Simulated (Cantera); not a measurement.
Charge: 1 mol NF₃, 0.21 mol O₂, 8.9 mol H₂, at 10.0 mbar.

Method: chemical equilibrium by Gibbs-energy minimisation in Cantera with the NASA 1993 tables (ideal gas, pure condensed phases). Candidate condensed phases: H₂O; 40 gas species. The numbers say what is thermodynamically allowed, not how fast it happens.

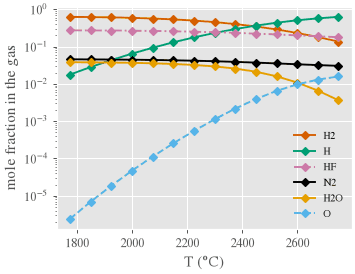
Fig. 1. Equilibrium gas composition (values under 1e-9 drawn at 1e-9)

From 1775 °C to 2750 °C nothing is condensed.
